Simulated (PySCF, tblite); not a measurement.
# C₆H₁₃NOSi: geometry, infrared bands and NMR shifts

Wanted: the infrared bands and NMR shifts of C₆H₁₃NOSi (`CN(C)C(=O)C/C=C\[SiH3]`), by calculation.

The runs use tblite 0.8.0 and PySCF 2.14.0, with density-fitted response routines of our own; the level of theory stands in each step. All values are computed, except where a source is named. Atoms are numbered from 0 throughout.

## 1. The molecule as given

22 atoms, charge 0, multiplicity 1; geometry from: force field or distance geometry start.

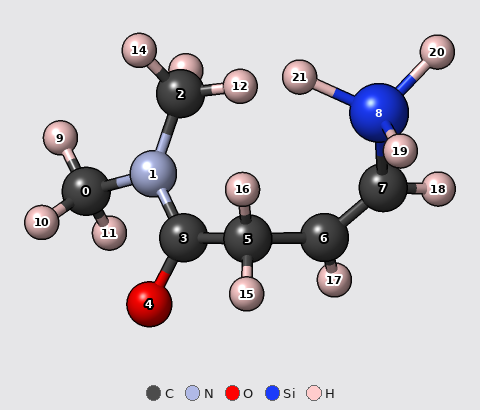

As it starts; carbon dark grey, nitrogen light blue, oxygen red, silicon blue, hydrogen pink, atoms numbered.

## 2. Optimising the geometry with GFN2-xTB

The job: settings as JSON, then the geometry in Å.

```
{"job": {"kind": "relax", "xc": "GFN2-xTB", "basis": "xTB"}, "charge": 0, "multiplicity": 1}
C     -3.031000    -0.674200    -0.143300
N     -1.642500    -0.275700     0.093400
C     -1.424200     1.082200     0.495300
C     -0.672600    -1.272800    -0.101800
O     -1.125300    -2.411500    -0.480100
C      0.768900    -1.197500     0.089500
C      1.366500    -0.494900    -1.080500
C      2.223100     0.522000    -0.978100
Si     2.806200     1.208900     0.623200
H     -3.748100     0.105900     0.147300
H     -3.201400    -1.597700     0.449900
H     -3.092100    -0.923700    -1.232700
H     -0.399200     1.429000     0.356300
H     -2.030100     1.782400    -0.170800
H     -1.784000     1.333400     1.526900
H      1.242100    -2.224700     0.155100
H      1.030200    -0.715100     1.054700
H      1.105600    -0.821500    -2.094100
H      2.625400     1.008900    -1.875600
H      3.921000     0.377900     1.107400
H      3.307500     2.553300     0.402800
H      1.743500     1.224700     1.654400
```

Command:

```sh
$ OMP_NUM_THREADS=1 python probes_run.py task.json out
```

One launch serves the whole session: the jobs run in the order shown.

**Question.** This job is followed by: GFN2-xTB harmonic vibrations, gas phase; GIAO PBE0/pcSseg-1 NMR shielding, non-relativistic, gas phase. Predict these results of the whole session: strongest single infrared mode (GFN2-xTB); zero-point energy (GFN2-xTB); ¹³C shifts against TMS (PBE0/pcSseg-1); ¹H shifts against TMS (PBE0/pcSseg-1, means over atoms taken as alike); ¹⁵N shifts against NH3 (PBE0/pcSseg-1); ¹⁷O shifts against H2O (PBE0/pcSseg-1); ²⁹Si shifts against TMS (PBE0/pcSseg-1).

As calculated:

| quantity | value |
| --- | --- |
| strongest single infrared mode (GFN2-xTB) | 1721 cm⁻¹, 524 km/mol |
| zero-point energy (GFN2-xTB) | 109.0 kcal/mol |
| ¹³C shifts against TMS (PBE0/pcSseg-1) | 170.9, 159.3, 125.1, 46.8, 36.8, 35.9 ppm |
| ¹H shifts against TMS (PBE0/pcSseg-1, means over atoms taken as alike) | 6.95, 6.05, 4.15, 3.18, 3.08, 3.04 ppm |
| ¹⁵N shifts against NH3 (PBE0/pcSseg-1) | 119.7 ppm |
| ¹⁷O shifts against H2O (PBE0/pcSseg-1) | 425.5 ppm |
| ²⁹Si shifts against TMS (PBE0/pcSseg-1) | -90.0 ppm |

What this shows: Over 144 steps the energy fell by 0.787 eV; of the close pairs, C3–C5 changed most, 1.456 to 1.525 Å. All 60 modes are real, so the xTB geometry is a minimum. The strongest single mode, at 1721 cm⁻¹, moves mainly C3 and O4. GFN2-xTB is a fitted tight-binding method: band positions and strengths are rough. Its intensities can rank the bands wrongly. The most deshielded carbon is C3 (amide carbonyl carbon), at 170.9 ppm: it is a carbonyl in resonance with an O or N lone pair, the region of acids, esters and amides. At PBE0/pcSseg-1: The widest tensor belongs to O4: span 678 ppm, with a paramagnetic part of -489 ppm.
